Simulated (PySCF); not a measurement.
SMILES [O]([Sn]([OH])([OH])[OH])[Si](C)(C)C (C3H12O4SiSn), singlet at its GFN2-xTB optimised geometry (Å):

```
21

C      1.1384     1.1150     1.2783
Si    -0.0514     0.8100    -0.1727
C     -1.5551     1.9662    -0.1290
C      0.8778     0.9072    -1.8274
O     -0.7335    -0.6791     0.0000
Sn    -0.0388    -2.4319     0.0000
O     -0.7162    -3.3049     1.5288
O     -0.5659    -3.4007    -1.5301
O      1.8484    -2.4319     0.0000
H      0.6070     1.1416     2.2252
H      1.6713     2.0536     1.1731
H      1.8739     0.3162     1.3339
H     -2.2284     1.7688    -0.9555
H     -2.1174     1.8502     0.7907
H     -1.2345     2.9992    -0.1977
H      1.2699     1.9012    -2.0128
H      0.2265     0.6462    -2.6565
H      1.7137     0.2129    -1.8341
H     -0.7234    -2.7728     2.3270
H     -1.5145    -3.4887    -1.6421
H      2.2284    -2.9992    -0.6744
```

Level of theory: PBE0/def2-SVP, def2 effective core potentials past Kr (PySCF). The core electrons that the potentials of Sn replace are not part of the density. Cells within 0.4 Å of a nucleus heavier than hydrogen are left out (blank, or x).

Map of the deformation density (molecule minus spherical neutral atoms) (e/bohr³) on the plane z = 1.5 Å:

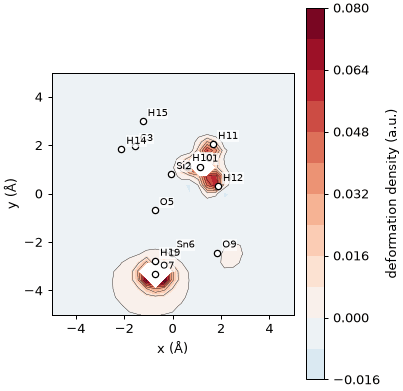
Figure: Deformation density (molecule minus spherical neutral atoms) (e/bohr³) on the plane z = 1.5 Å.
